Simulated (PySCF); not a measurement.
**GeSiH6O2 (SMILES O[SiH2][O][GeH3]) at 6 levels**

Aim: a comparison of 6 runs (HF/def2-SVP, B3LYP/6-31G*, PBE0/def2-SVP, TPSSh/def2-TZVP, wB97X/def2-TZVP, CCSD(T)/6-31G**) of GeSiH6O2. 

The calculation is run with PySCF 2.14.0.

**1. The molecule**

GeSiH6O2: 10 atoms, total charge 0, spin state singlet. SMILES: `O[SiH2][O][GeH3]`. Geometry: relaxed at PBE0-D4/def2-TZVP. This is one conformer, not always the lowest.

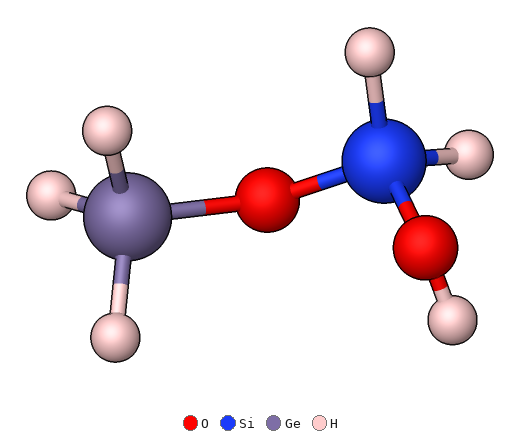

The structure, seen from a chosen angle (oxygen red, silicon blue, germanium purple, hydrogen pink).

**2. Energy and gradient at HF/def2-SVP (run 1)**

job.py

```python
import pyscf.grad
from pyscf import gto

mol = gto.M(
    atom=[
    ('O', (-0.957000, 0.534300, -1.837000)),
    ('Si', (-0.269600, 1.231000, -0.516600)),
    ('O', (-0.183600, 0.224100, 0.759400)),
    ('Ge', (0.677700, -1.306100, 1.047300)),
    ('H', (-1.897200, 0.352500, -1.805900)),
    ('H', (-1.065300, 2.399400, -0.065200)),
    ('H', (1.086100, 1.615800, -0.975900)),
    ('H', (-0.235000, -2.455400, 0.594700)),
    ('H', (0.937500, -1.358000, 2.557200)),
    ('H', (1.989300, -1.288900, 0.244900)),
],
    basis='def2-svp',
    verbose=4,
    max_memory=1860,
)

calc0 = mol.RHF()
calc0.conv_tol = 1e-10
calc0.kernel()
if not calc0.converged:
    calc0 = calc0.newton().run(calc0.mo_coeff, calc0.mo_occ)

etot = calc0.e_tot
print('Final energy', etot)
grad = calc0.Gradients().kernel()
calc0.analyze()
```

Launch:

```sh
$ OMP_NUM_THREADS=1 python job.py
```

The log of the run:

```text
PySCF version 2.14.0

[... 95 lines left out ...]
MO #8   energy= -20.5414552770328  occ= 2
[... 19 lines left out ...]
MO #28  energy= -0.583594854772044 occ= 2
[... 19 lines left out ...]
MO #48  energy= 0.48882975937363   occ= 0
[... 19 lines left out ...]
MO #68  energy= 1.31187795059445   occ= 0
[... 19 lines left out ...]
MO #88  energy= 2.14871023472175   occ= 0
[... 19 lines left out ...]
MO #108 energy= 4.09706640539817   occ= 0
[... 121 lines left out ...]
Dipole moment(X, Y, Z, Debye): -0.48717, -1.20912,  0.57170
```

Run time: 11 s. Hardware: 1 thread of Intel Xeon Platinum 8488C (Sapphire Rapids), shared host; peak memory 0.25 GiB.

**3. Energy and gradient at B3LYP/6-31G(d) (spherical functions) (run 2)**

job.py

```python
import pyscf.grad
from pyscf import gto, dft

molecule = gto.M(
    atom='''
O     -1.808468     1.009681    -3.471427
Si    -0.509470     2.326253    -0.976233
O     -0.346954     0.423488     1.435058
Ge     1.280667    -2.468171     1.979110
H     -3.585188     0.666128    -3.412656
H     -2.013125     4.534209    -0.123210
H      2.052432     3.053419    -1.844184
H     -0.444086    -4.640034     1.123820
H      1.771618    -2.566248     4.832408
H      3.759232    -2.435668     0.462794
''',
    spin=0,
    unit='bohr',
    max_memory=1860,
    verbose=3,
    basis='6-31g*',
    charge=0,
)

ks = dft.RKS(molecule)
ks.xc = 'b3lyp'
ks.grids.level = 5
ks.conv_tol = 1e-10
ks.kernel()
if not ks.converged:
    ks = ks.newton().run(ks.mo_coeff, ks.mo_occ)

etot = ks.e_tot
print('E = %.10f Eh' % etot)
grad = ks.Gradients().kernel()
ks.analyze()
```

Launch:

```sh
$ OMP_NUM_THREADS=1 python job.py
```

The log of the run:

```text
converged SCF energy = -2520.38999884573
[... 19 lines left out ...]
MO #10  energy= -5.30225166392222  occ= 2
[... 15 lines left out ...]
MO #26  energy= -0.467814981209831 occ= 2
[... 15 lines left out ...]
MO #42  energy= 0.152211114774271  occ= 0
[... 15 lines left out ...]
MO #58  energy= 0.664449123321009  occ= 0
[... 15 lines left out ...]
MO #74  energy= 1.47391755729269   occ= 0
[... 15 lines left out ...]
MO #90  energy= 3.46762315005573   occ= 0
[... 11 lines left out ...]
Dipole moment(X, Y, Z, Debye): -0.56965, -1.18974,  0.49547
```

Wall time 38 s (1 thread of Intel Xeon Platinum 8488C (Sapphire Rapids), shared host); peak memory 0.88 GiB.

**4. Energy and gradient at PBE0/def2-SVP (run 3)**

run.py

```python
# O[SiH2][O][GeH3]
from pyscf import gto, dft

molecule = gto.Mole()
molecule.atom = [
    ('O', (-0.957000, 0.534300, -1.837000)),
    ('Si', (-0.269600, 1.231000, -0.516600)),
    ('O', (-0.183600, 0.224100, 0.759400)),
    ('Ge', (0.677700, -1.306100, 1.047300)),
    ('H', (-1.897200, 0.352500, -1.805900)),
    ('H', (-1.065300, 2.399400, -0.065200)),
    ('H', (1.086100, 1.615800, -0.975900)),
    ('H', (-0.235000, -2.455400, 0.594700)),
    ('H', (0.937500, -1.358000, 2.557200)),
    ('H', (1.989300, -1.288900, 0.244900)),
]
molecule.basis = 'def2-svp'
molecule.verbose = 3
molecule.spin = 0
molecule.max_memory = 1860
molecule.build()

mf = dft.RKS(molecule)
mf.xc = 'pbe0'
mf.grids.level = 5
mf.conv_tol = 1e-10
mf.kernel()
if not mf.converged:
    mf = mf.newton().run(mf.mo_coeff, mf.mo_occ)

e_final = mf.e_tot
print(f'total energy: {e_final:.8f} hartree')
grad = mf.nuc_grad_method().kernel()
dip = mf.dip_moment()
pop, q = mf.mulliken_pop()
```

Launch:

```sh
$ OMP_NUM_THREADS=1 python run.py
```

The log of the run:

```text
converged SCF energy = -2519.61956276969
total energy: -2519.61956277 hartree
[... 8 lines left out ...]
Dipole moment(X, Y, Z, Debye): -0.57147, -1.20008,  0.45471
[... 119 lines left out ...]
charge of    9H =     -0.07309
```

Run time: 33 s. Hardware: 1 thread of Intel Xeon Platinum 8488C (Sapphire Rapids), shared host; peak memory 1.1 GiB.

Runs 4 to 5 aren't shown in full; the table further down has their settings and results.

**5. The energy at CCSD(T)/6-31G(d,p) (spherical functions) (run 6)**

input.py

```python
# O[SiH2][O][GeH3]
from pyscf import gto, scf, cc

mol = gto.M(
    atom='''
O     -1.808468     1.009681    -3.471427
Si    -0.509470     2.326253    -0.976233
O     -0.346954     0.423488     1.435058
Ge     1.280667    -2.468171     1.979110
H     -3.585188     0.666128    -3.412656
H     -2.013125     4.534209    -0.123210
H      2.052432     3.053419    -1.844184
H     -0.444086    -4.640034     1.123820
H      1.771618    -2.566248     4.832408
H      3.759232    -2.435668     0.462794
''',
    basis='6-31g**',
    max_memory=1860,
    charge=0,
    unit='bohr',
    verbose=4,
)

mf = scf.RHF(mol)
mf.conv_tol = 1e-10
mf.kernel()
if not mf.converged:
    mf = mf.newton().run(mf.mo_coeff, mf.mo_occ)

mycc = cc.CCSD(mf, frozen=16)
mycc.kernel()
e_t = mycc.ccsd_t()
e_tot = mycc.e_tot + e_t
print(f'total energy: {e_tot:.8f} hartree')
mf.analyze()
```

Launch:

```sh
$ OMP_NUM_THREADS=1 python input.py
```

The log of the run:

```text
PySCF version 2.14.0

[... 111 lines left out ...]
MO #8   energy= -20.547850952081   occ= 2
[... 19 lines left out ...]
MO #28  energy= -0.577849289530278 occ= 2
[... 19 lines left out ...]
MO #48  energy= 0.40089957500879   occ= 0
[... 19 lines left out ...]
MO #68  energy= 1.41139038327065   occ= 0
[... 19 lines left out ...]
MO #88  energy= 2.49345232708436   occ= 0
[... 19 lines left out ...]
MO #108 energy= 3.98466194881785   occ= 0
[... 121 lines left out ...]
Dipole moment(X, Y, Z, Debye): -0.47652, -1.23074,  0.61139
```

It took 48 s on 1 thread of Intel Xeon Platinum 8488C (Sapphire Rapids), shared host; peak memory 0.79 GiB.

**6. Overview of the runs**

| run | level | integration grid | task | energy (Eh) | dipole moment (D) of the reference | HOMO energy (eV) | LUMO energy (eV) | wall time |
| --- | --- | --- | --- | --- | --- | --- | --- | --- |
| 1 | HF/def2-SVP | – | gradient | -2517.148761 | 1.42 | -12.07 | 3.66 | 11 s |
| 2 | B3LYP/6-31G* (spherical functions) | 5 | gradient | -2520.389999 | 1.41 | -8.11 | 0.04 | 38 s |
| 3 | PBE0/def2-SVP | 5 | gradient | -2519.619563 | 1.40 | -8.42 | 0.38 | 33 s |
| 4 | TPSSh/def2-TZVP | 5 | gradient | -2520.722369 | 1.36 | -7.87 | -0.25 | 2.5 min |
| 5 | wB97X/def2-TZVP | 5 | gradient | -2520.739890 | 1.40 | -10.99 | 2.06 | 3.8 min |
| 6 | CCSD(T)/6-31G** (spherical functions) | – | energy | -2518.071974 | 1.45 | -11.99 | 3.23 | 48 s |

**7. Results**

```
                                           quantity           value
                                run 6: total energy  -2518.07197 Eh
        run 6: dipole moment (Hartree–Fock density)          1.45 D
         run 6: HOMO energy (Hartree–Fock orbitals)       -11.99 eV
         run 6: LUMO energy (Hartree–Fock orbitals)         3.23 eV
       run 6: HOMO–LUMO gap (Hartree–Fock orbitals)        15.21 eV
run 6: correlation energy (16 core orbitals frozen)      -755.0 mEh
                              run 6: (T) correction      -14.47 mEh
                               run 6: T1 diagnostic           0.011
```

**Reading.** Over runs 1, 2, 3, 4, 5 the dipole moment (its size) runs from 1.36 D (TPSSh/def2-TZVP) to 1.42 D (HF/def2-SVP). The two ends differ in method and basis. Over runs 1, 2, 3, 4, 5 the HOMO–LUMO gap runs from 7.62 eV (TPSSh/def2-TZVP) to 15.73 eV (HF/def2-SVP). Totals of different functionals can't be ranked against each other. All runs together took 8.5 min, the longest 3.8 min.
